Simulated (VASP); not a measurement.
Band structure of ZnSe (zinc blende). Level of theory: vdW-DF-cx, VASP's PBE PAW potentials (set 64) (plane waves; VASP 6.6.1).

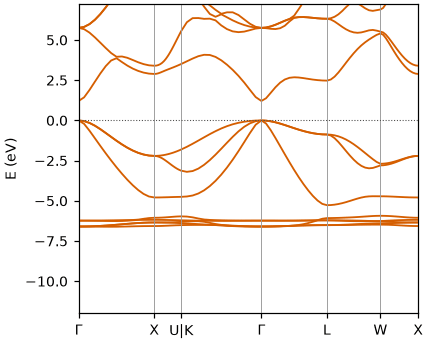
Bands along high-symmetry lines, zero at the valence-band maximum or, without a gap, the Fermi level

Task: Read the plot: is there a gap, and where are the band edges?

Result: The gap is direct, 1.21 eV, from the valence maximum at Γ to the conduction minimum at Γ. (Edges off the drawn lines would not show.)

Measured: gap 2.87 eV (computed value off by -1.66 eV), as given by Wei Chen et al., Physical Review Materials (2018), doi:10.1103/physrevmaterials.2.073803 [zero-point renormalisation of 0.05 eV added back (the table's ZPR column)].

The compound is ZnSe in the zinc blende structure. It was relaxed first.
